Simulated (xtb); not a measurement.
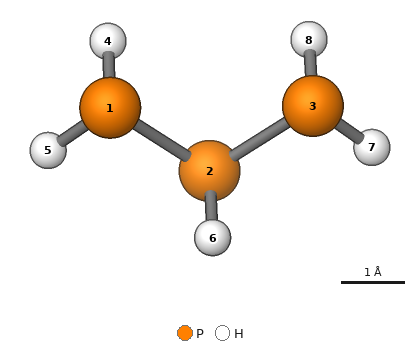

Figure 1. The structure as given in the input (ball-and-stick view, seen at a tilt; atoms are numbered from 1 in the order of the input). Bond lengths as drawn: H–P 1.39 to 1.40 Å and P–P 2.17 Å.

**P3H5: calculation of the molecule and its ions**

- system: P3H5 (triphosphine)
- method: GFN2-xTB, ALPB solvent woctanol (xtb 6.7.1)

The geometry comes from this level: GFN2-xTB.

The input (coord):
```
$coord angs
    -0.8630300     0.8805200    -1.2288900  P
     0.0809300     0.5138500     0.6887000  P
     1.2352100    -1.2241500     0.0974500  P
    -1.9027000    -0.0171000    -0.9816300  H
    -1.6033700     1.9541100    -0.7405500  H
     1.1305500     1.4063400     0.4489500  H
     1.7444000    -1.4097800     1.3803500  H
     0.1780200    -2.1037900     0.3356200  H
$end
```

Hardware: 1 thread of Arm Neoverse V1, 24 GiB of memory available, shared host.

Launched with:
```bash
xtb coord --gfn2 -v --vea --alpb woctanol > run.log
```

What the program printed:
```
* xtb version 6.7.1
$$$$$$$$$$$$$$$$$$$$$$$$$$$$$$$$$$$$$$$$$$$$$$$$$$$$$$$$$$$$$$$$$$$$$$$$
 CONSTRAINTS & SCANS: DEBUG SECTION
$$$$$$$$$$$$$$$$$$$$$$$$$$$$$$$$$$$$$$$$$$$$$$$$$$$$$$$$$$$$$$$$$$$$$$$$
   ID    Z sym.   atoms
    1   15 P      1-3
    2    1 H      4-8
$$$$$$$$$$$$$$$$$$$$$$$$$$$$$$$$$$$$$$$$$$$$$$$$$$$$$$$$$$$$$$$$$$$$$$$$

           -------------------------------------------------
          |                Calculation Setup                |
           -------------------------------------------------

          program call               : xtb coord --gfn2 -v --vea --alpb woctanol
          coordinate file            : coord
          xtbhome directory          : .
          path for xtb               : [file]
          xcontrol input file        : coord
          omp threads                :                     1

           -------------------------------------------------
          |                 G F N 2 - x T B                 |
           -------------------------------------------------

      * Hamiltonian:
        H0-scaling (s, p, d)           1.850000    2.230000    2.230000
        zeta-weighting                 0.500000
      * Dispersion:
        s8                             2.700000
        a1                             0.520000
        a2                             5.000000
        s9                             5.000000
      * Repulsion:
        kExp                           1.500000    1.000000
        rExp                           1.000000
      * Coulomb:
        alpha                          2.000000
        third order                    shell-resolved
        anisotropic                    true
        a3                             3.000000
        a5                             4.000000
        cn-shift                       1.200000
        cn-exp                         4.000000
        max-rad                        5.000000

      * Solvation model:               ALPB
        Solvent                        woctanol
        Parameter file                 internal GFN2-xTB/ALPB
        Dielectric constant                9.8629E+00
        Reference state                gsolv [1 M gas/solution]
        Free energy shift                  2.5121E-03 Eh       1.5764E+00 kcal/mol
        Temperature                        2.9815E+02 K
        Density                            8.3000E-01 kg/L
        Solvent mass                       1.3023E+02 g/mol
        Interaction kernel             P16
        Born radius scaling (c1)           1.6150E+00
        Born radii integrator          GBOBC
        Born offset                        0.0000E+00 a0       0.0000E+00 AA
        H-bond correction              true
        Ion screening                  false
        Surface tension                    1.0000E-05 Eh       1.5569E+01 dyn/cm
        Grid points                               230 per atom

          ...................................................
          :                      SETUP                      :
          :.................................................:
          :  # basis functions                  35          :
          :  # atomic orbitals                  32          :
          :  # shells                           14          :
          :  # electrons                        20          :
          :  max. iterations                   250          :
          :  Hamiltonian                  GFN2-xTB          :
          :  restarted?                      false          :
          :  GBSA solvation                   true          :
          :  PC potential                    false          :
          :  electronic temp.          300.0000000     K    :
          :  accuracy                    1.0000000          :
          :  -> integral cutoff          0.2500000E+02      :
          :  -> integral neglect         0.1000000E-07      :
          :  -> SCF convergence          0.1000000E-05 Eh   :
          :  -> wf. convergence          0.1000000E-03 e    :
          :  Broyden damping             0.4000000          :
          :  net charge                          0          :
          :  unpaired electrons                  0          :
          ...................................................

 iter      E             dE          RMSdq      gap      omega  full diag
   1    -10.1713131 -0.101713E+02  0.618E+00    4.14       0.0  T
   2    -10.1771057 -0.579269E-02  0.334E+00    4.18       1.0  T
   3    -10.1772798 -0.174040E-03  0.906E-01    4.19       1.0  T
   4    -10.1773274 -0.476277E-04  0.359E-01    4.20       1.0  T
   5    -10.1773630 -0.355398E-04  0.249E-01    4.20       1.0  T
   6    -10.1774007 -0.377094E-04  0.960E-02    4.19       1.0  T
   7    -10.1774070 -0.631732E-05  0.308E-02    4.19       1.1  T
   8    -10.1774074 -0.417383E-06  0.157E-02    4.19       2.3  T
   9    -10.1774075 -0.676948E-07  0.732E-03    4.19       4.8  T
  10    -10.1774075 -0.126012E-07  0.307E-03    4.19      11.5  T
  11    -10.1774075 -0.234943E-08  0.691E-04    4.19      51.2  T
  12    -10.1774075 -0.194168E-09  0.264E-04    4.19     134.0  T

   *** convergence criteria satisfied after 12 iterations ***

         #    Occupation            Energy/Eh            Energy/eV
      -------------------------------------------------------------
         1        2.0000           -0.6876937             -18.7131
       ...           ...                  ...                  ...
         4        2.0000           -0.4874653             -13.2646
         5        2.0000           -0.4723959             -12.8545
         6        2.0000           -0.4651034             -12.6561
         7        2.0000           -0.4520406             -12.3007
         8        2.0000           -0.4409701             -11.9994
         9        2.0000           -0.4223816             -11.4936
        10        2.0000           -0.3855578             -10.4916 (HOMO)
        11                         -0.2315133              -6.2998 (LUMO)
        12                         -0.2273689              -6.1870
        13                         -0.2235767              -6.0838
        14                         -0.1998684              -5.4387
        15                         -0.1574998              -4.2858
       ...                                ...                  ...
        32                          1.1481482              31.2427
      -------------------------------------------------------------
                  HL-Gap            0.1540445 Eh            4.1918 eV
             Fermi-level           -0.3085356 Eh           -8.3957 eV

 SCC (total)                   0 d,  0 h,  0 min,  0.006 sec
 SCC setup                      ...        0 min,  0.000 sec (  3.196%)
 Dispersion                     ...        0 min,  0.000 sec (  0.450%)
 classical contributions        ...        0 min,  0.000 sec (  0.117%)
 integral evaluation            ...        0 min,  0.001 sec ( 15.436%)
 iterations                     ...        0 min,  0.003 sec ( 54.202%)
 molecular gradient             ...        0 min,  0.002 sec ( 24.819%)
 printout                       ...        0 min,  0.000 sec (  1.495%)

         :::::::::::::::::::::::::::::::::::::::::::::::::::::
         ::                     SUMMARY                     ::
         :::::::::::::::::::::::::::::::::::::::::::::::::::::
         :: total energy             -10.117352686470 Eh    ::
         :: w/o Gsasa/hb/shift       -10.110024215325 Eh    ::
         :: gradient norm              0.002713307918 Eh/a0 ::
         :: HOMO-LUMO gap              4.191764833495 eV    ::
         ::.................................................::
         :: HOMO orbital eigv.       -10.491562358963 eV    ::
         :: LUMO orbital eigv.        -6.299797525468 eV    ::
         ::.................................................::
         :: SCC energy               -10.177405867791 Eh    ::
         :: -> isotropic ES            0.002936881699 Eh    ::
         :: -> anisotropic ES         -0.002616023088 Eh    ::
         :: -> anisotropic XC          0.004916667432 Eh    ::
         :: -> dispersion             -0.005666245799 Eh    ::
         :: -> Gsolv                  -0.007886530031 Eh    ::
         ::    -> Gelec               -0.000558058885 Eh    ::
         ::    -> Gsasa               -0.008799261835 Eh    ::
         ::    -> Ghb                 -0.001041314792 Eh    ::
         ::    -> Gshift               0.002512105481 Eh    ::
         :: repulsion energy           0.060053181321 Eh    ::
         :: add. restraining           0.000000000000 Eh    ::
         :: total charge              -0.000000000000 e     ::
         ::.................................................::
         :: atomisation energy         1.455005673744 Eh    ::
         :::::::::::::::::::::::::::::::::::::::::::::::::::::

           -------------------------------------------------
          |        vertical delta SCC EA calculation        |
           -------------------------------------------------

 iter      E             dE          RMSdq      gap      omega  full diag
   1    -10.3855868 -0.103856E+02  0.300E+00    0.11       0.0  T
   2    -10.3853252  0.261537E-03  0.458E+00    0.06       1.0  T
   3    -10.3916077 -0.628242E-02  0.116E+00    0.04       1.0  T
   4    -10.3903576  0.125008E-02  0.301E+00    0.03       1.0  T
   5    -10.3927927 -0.243508E-02  0.985E-01    0.01       1.0  T
   6    -10.3931101 -0.317413E-03  0.845E-01    0.02       1.0  T
   7    -10.3930344  0.756737E-04  0.108E+00    0.02       1.0  T
   8    -10.3929908  0.436123E-04  0.124E+00    0.03       1.0  T
   9    -10.3932023 -0.211548E-03  0.996E-01    0.03       1.0  T
  10    -10.3935897 -0.387383E-03  0.213E-01    0.05       1.0  T
  11    -10.3935713  0.184033E-04  0.280E-01    0.05       1.0  T
  12    -10.3935793 -0.799981E-05  0.259E-01    0.05       1.0  T
  13    -10.3936107 -0.314187E-04  0.746E-02    0.04       1.0  T
  14    -10.3936101  0.606867E-06  0.816E-02    0.05       1.0  T
  15    -10.3936124 -0.224054E-05  0.546E-02    0.05       1.0  T
  16    -10.3936130 -0.591950E-06  0.323E-02    0.05       1.1  T
  17    -10.3936136 -0.620105E-06  0.120E-02    0.05       3.0  T
  18    -10.3936137 -0.920259E-07  0.257E-03    0.05      13.8  T
  19    -10.3936137 -0.315953E-08  0.197E-03    0.05      18.0  T
  20    -10.3936137 -0.221831E-08  0.429E-04    0.05      82.4  T
  21    -10.3936137  0.115675E-09  0.598E-04    0.05      59.1  T
     SCC iter.                  ...        0 min,  0.005 sec
     gradient                   ...        0 min,  0.001 sec
------------------------------------------------------------------------
empirical EA shift (eV):    4.8455
delta SCC EA (eV):    1.0378
------------------------------------------------------------------------
           -------------------------------------------------
          |                Property Printout                |
           -------------------------------------------------

    * Orbital Energies and Occupations

         #    Occupation            Energy/Eh            Energy/eV
      -------------------------------------------------------------
         1        2.0000           -0.6382826             -17.3686
         2        2.0000           -0.6204538             -16.8834
         3        2.0000           -0.5905052             -16.0685
         4        2.0000           -0.4514415             -12.2843
         5        2.0000           -0.4373321             -11.9004
         6        2.0000           -0.4283207             -11.6552
         7        2.0000           -0.4191766             -11.4064
         8        2.0000           -0.4060904             -11.0503
         9        2.0000           -0.3848548             -10.4724
        10        2.0000           -0.3504022              -9.5349
        11        0.5974           -0.2046826              -5.5697 (HOMO)
        12        0.2060           -0.2030258              -5.5246 (LUMO)
        13        0.1966           -0.2029703              -5.5231
        14                         -0.1806746              -4.9164
        15                         -0.1385529              -3.7702
        16                         -0.0821499              -2.2354
        17                         -0.0709805              -1.9315
        18                         -0.0533649              -1.4521
        19                         -0.0212658              -0.5787
        20                         -0.0151115              -0.4112
        21                         -0.0121621              -0.3309
        22                          0.1006243               2.7381
       ...                                ...                  ...
        32                          1.1691419              31.8140
      -------------------------------------------------------------
                  HL-Gap            0.0016568 Eh            0.0451 eV
             Fermi-level           -0.2409250 Eh           -6.5559 eV

     #   Z          covCN         q      C6AA      α(0)
     1  15          3.052    -0.340   176.310    23.853
     2  15          2.933    -0.723   197.161    25.228
     3  15          3.052    -0.339   176.296    23.852
     4   1          0.977     0.091     1.864     2.134
     5   1          0.977     0.091     1.865     2.134
     6   1          0.977     0.040     2.448     2.445
     7   1          0.977     0.090     1.873     2.138
     8   1          0.977     0.091     1.863     2.133

 Mol. C6AA /au·bohr⁶  :       2263.876775
 Mol. C8AA /au·bohr⁸  :     106559.407406
 Mol. α(0) /au        :         83.916693

Wiberg/Mayer (AO) data.
largest (>0.10) Wiberg bond orders for each atom

 ---------------------------------------------------------------------------
     #   Z sym  total        # sym  WBO       # sym  WBO       # sym  WBO
 ---------------------------------------------------------------------------
     1  15      3.119 --     2      1.163     5      0.920     4      0.905
     2  15      3.389 --     1      1.163     3      1.160     6      0.932
     3  15      3.116 --     2      1.160     7      0.921     8      0.904
     4   1      0.971 --     1      0.905
     5   1      0.968 --     1      0.920
     6   1      0.973 --     2      0.932
     7   1      0.968 --     3      0.921
     8   1      0.971 --     3      0.904
 ---------------------------------------------------------------------------

Topologies differ in total number of bonds
Writing topology from bond orders to xtbtopo.mol

molecular dipole:
                 x           y           z       tot (Debye)
 q only:       -0.540      -0.647      -0.185
   full:       -0.613      -0.403       0.319       2.034
molecular quadrupole (traceless):
                xx          xy          yy          xz          yz          zz
 q only:        1.281       1.428       0.904       0.422      -1.032      -2.185
  q+dip:        1.704       4.951       1.134      -0.697      -0.162      -2.838
   full:        1.830       4.075       2.101       0.982      -0.505      -3.931

           -------------------------------------------------
          | TOTAL ENERGY              -10.333558872993 Eh   |
          | GRADIENT NORM               0.028179992170 Eh/α |
          | HOMO-LUMO GAP               0.045082600241 eV   |
           -------------------------------------------------

------------------------------------------------------------------------
 unit  open   action     filename
   10 false : read       coord
   10 false : read       coord
   10 false : read       coord
   10 false : read       [file]
   10 false : written    charges
   10 false : written    wbo
   10 false : written    xtbtopo.mol
   10 false : written    xtbrestart

------------------------------------------------------------------------
------------------------------------------------------------------------
 total:
 *  cpu-time:     0 d,  0 h,  0 min,  0.022 sec
 * ratio c/w:     0.974 speedup
 SCF:
 *  cpu-time:     0 d,  0 h,  0 min,  0.013 sec
 * ratio c/w:     0.978 speedup
```

Standard error:
```
normal termination of xtb
```

Summary:

| quantity | value |
| --- | --- |
| outcome | converged |
| electrons treated | 20 |
| total energy | −10.117353 hartree |
| dispersion energy | −0.005666 hartree |
| solvation energy | −0.007887 hartree |
| basis functions | 35 |
| peak memory | 0.073 GiB |
